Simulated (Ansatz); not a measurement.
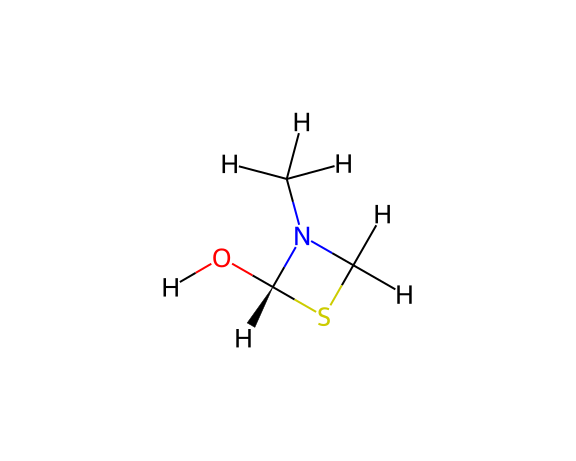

The drawing above gives the connectivity. Computed geometry: PBE-D4/def2-SVP optimisation. No frequency run is at hand to confirm it as a minimum.

What does the molecule look like in three dimensions?

The molecule is C3H7NOS. As SMILES it reads `CN1CS[C@@H]1O`. Independent rings (smallest set): 1 of 4 members. Among its groups: alcohol, tertiary amine, thioether. This geometry has C1 symmetry. Coordination, clear cases only: 1 C tetrahedral; 1 N trigonal pyramidal; 1 S bent; 1 O bent.

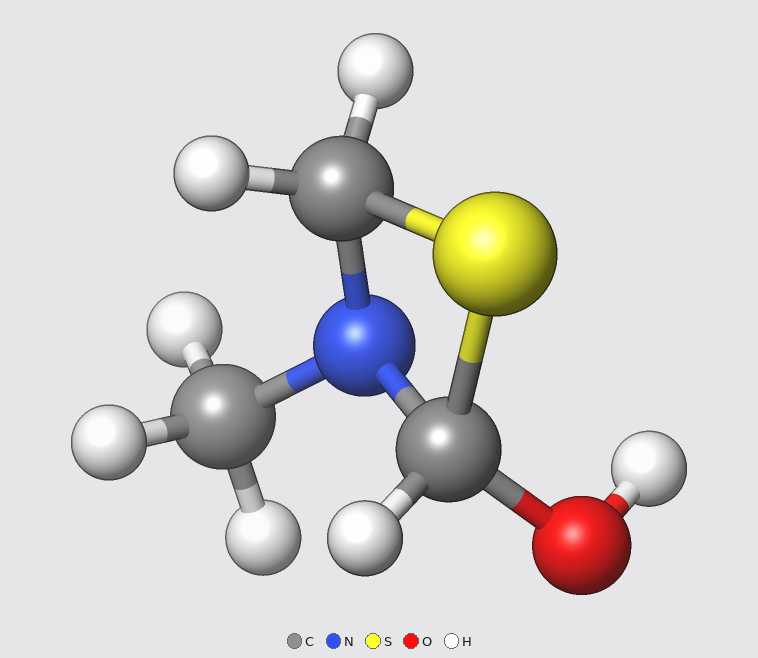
